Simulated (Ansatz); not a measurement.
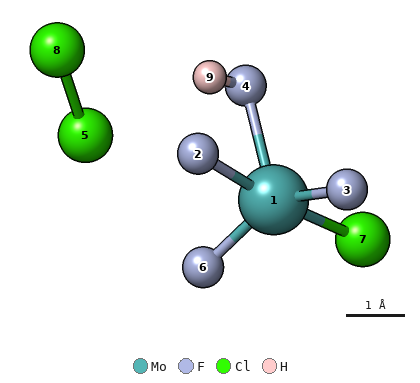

*The structure (ball-and-stick view, seen at a tilt; atoms are numbered from 1 in the order of the input). Sticks mark near contacts.*

## Run report: MoHCl3F4, frequency calculation

- system: MoHCl3F4
- method: RHF/def2-SVP (Ansatz 0.2.0)

It belongs to a series of runs on one base structure; here: vibrations at the highest image of the band. Figures and captions count atoms from 1; the log counts them from 0 in places.

## The input
```yaml
crystal:
  periodic: [false, false, false]
  atoms:
    - { symbol: Mo, position_ang: [0.691613, -0.261667, -0.214347] }
    - { symbol: F, position_ang: [0.467114, -0.138851, 1.738521] }
    - { symbol: F, position_ang: [2.448283, 0.047831, -0.038164] }
    - { symbol: F, position_ang: [-0.258217, 1.566396, 0.330833] }
    - { symbol: Cl, position_ang: [-3.537105, 0.299996, 0.335057] }
    - { symbol: F, position_ang: [-0.477779, -1.618181, -0.275091] }
    - { symbol: Cl, position_ang: [0.798503, -0.131031, -2.572712] }
    - { symbol: Cl, position_ang: [-3.183646, 1.297572, 2.058132] }
    - { symbol: H, position_ang: [-0.275468, 1.386532, 1.251772] }
basis:
  gaussian: { orbitals: def2-SVP }
hamiltonian:
  xc: hf
phonons: {}
```

Hardware: 4 threads of Arm Neoverse V1, 24 GiB of memory available, shared host.

Launch command:
```bash
ansatz run input.yaml --threads 4 --pin off --max-ram 5120MiB --backend cpu --events-out ev --progress --plain --runs-dir out
```

## Log
```
Engine: ansatz 0.2.0, aarch64-unknown-linux-gnu
Functional definition: HF
  exchange = exact_x
  correlation = 0
1486 factors; integrals over basis functions are off by at most 4.7e-4 eV
mean field evaluation 1: about -50159.9903 eV, gradient 5.9e1 eV
mean field evaluation 2: about -50160.2983 eV, gradient 5.9e1 eV
mean field evaluation 4: about -50167.8392 eV, gradient 5.4e0 eV
mean field evaluation 8: about -50168.0494 eV, gradient 9.2e-1 eV
mean field evaluation 16: about -50168.1154 eV, gradient 1.3e-5 eV
mean field evaluation 32: about -50165.0884 eV, gradient 1.2e1 eV
mean field evaluation 64: about -50156.7473 eV, gradient 6.6e0 eV
mean field evaluation 96: about -50165.9621 eV, gradient 7.8e-1 eV
mean field -50168.11542137 eV, -1843.6442365655 hartree, gradient 1.4e-5 eV, S^2 0.000000; 0 other end points of the search recorded, 0 dependent functions left out
the calculation of the forces begins
reference -50168.11542137 eV, -1843.6442365655 hartree; 51, 51 occupied and 95, 95 virtual orbitals, 1486 factors
these checks for a lower state are left out or cut short: stability, starts, cluster_reference, orbital_swaps, neighbouring_geometries, increment
1486 factors; integrals over basis functions are off by at most 4.7e-4 eV
mean field evaluation 128: about -50168.1153 eV, gradient 2.0e-2 eV
mean field -50168.11528977 eV, -1843.6442317290 hartree, gradient 4.2e-6 eV, S^2 0.000000; 0 other end points of the search recorded, 0 dependent functions left out
[... from here on the field's lines of each further geometry are left out, up to the last ...]
the calculation of the forces begins
reference -50168.11526431 eV, -1843.6442307935 hartree; 51, 51 occupied and 95, 95 virtual orbitals, 1486 factors
these checks for a lower state are left out or cut short: stability, starts, cluster_reference, orbital_swaps, neighbouring_geometries, increment
1486 factors; integrals over basis functions are off by at most 4.6e-4 eV
mean field evaluation 608: about -50168.1153 eV, gradient 2.6e-6 eV
mean field -50168.11526496 eV, -1843.6442308173 hartree, gradient 4.3e-6 eV, S^2 0.000000; 0 other end points of the search recorded, 0 dependent functions left out
the calculation of the forces begins
reference -50168.11526496 eV, -1843.6442308173 hartree; 51, 51 occupied and 95, 95 virtual orbitals, 1486 factors
WARN: phonons: modes at or below zero, which the zero-point energy, F, S and C_V leave out: 1, the lowest at -9.04 cm⁻¹. A minimum has none, and a first-order saddle one
Total energy: -50168.11542137 eV, -1843.6442365655 hartree
Atom 0 at     0.691613    -0.261667    -0.214347 Å, force     0.005298    -0.009333    -0.005956 eV/Å
Atom 1 at     0.467114    -0.138851     1.738521 Å, force     0.004255    -0.015185     0.005549 eV/Å
Atom 2 at     2.448283     0.047831    -0.038164 Å, force    -0.001757     0.001119     0.003566 eV/Å
Atom 3 at    -0.258217     1.566396     0.330833 Å, force    -0.009321    -0.000855    -0.005334 eV/Å
Atom 4 at    -3.537105     0.299996     0.335057 Å, force    -0.002186     0.004723     0.003759 eV/Å
Atom 5 at    -0.477779    -1.618181    -0.275091 Å, force     0.003750     0.000475    -0.002180 eV/Å
Atom 6 at     0.798503    -0.131031    -2.572712 Å, force     0.003224     0.000399    -0.000051 eV/Å
Atom 7 at    -3.183646     1.297572     2.058132 Å, force     0.004485    -0.001242     0.001165 eV/Å
Atom 8 at    -0.275468     1.386532     1.251772 Å, force    -0.007747     0.019900    -0.000519 eV/Å
Dipole moment:    -0.381482     0.429277     0.463301 e Å
Vibrations: -9.04 12.90 30.50 42.04 49.17 94.34 106.83 114.71 175.30 203.36 208.67 266.83 368.68 380.91 557.04 583.84 754.49 758.93 794.39 887.74 3805.79 cm⁻¹, zero-point energy 0.632101 eV
```

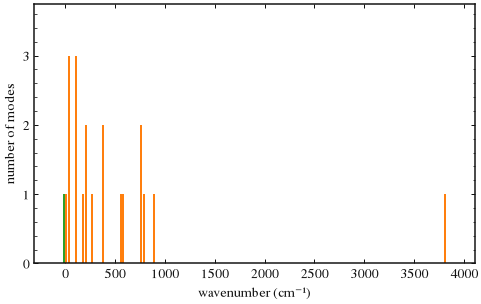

*Harmonic vibrational wavenumbers from the force constants; neighbouring modes closer than 17 cm⁻¹ are counted in one stick, and imaginary ones are drawn at negative wavenumbers.*

21 modes from 9i to 3806 cm⁻¹, 1 imaginary beyond 8i (9i cm⁻¹): not a clean minimum; so soft a mode can be a shallow saddle, an incomplete relaxation or noise of the force constants.

## Key numbers

| quantity | value |
| --- | --- |
| outcome | converged |
| total energy | −50168.1154 eV |
| mean-field energy | −50168.1154 eV |
| largest force (length of the vector) | 0.021 eV/Å |
| wall time | 1.9 min (CPU time 7 min) |
| peak memory | 0.52 GiB |

## Notes

The run takes a singlet; with an open-shell metal another spin state may lie lower.
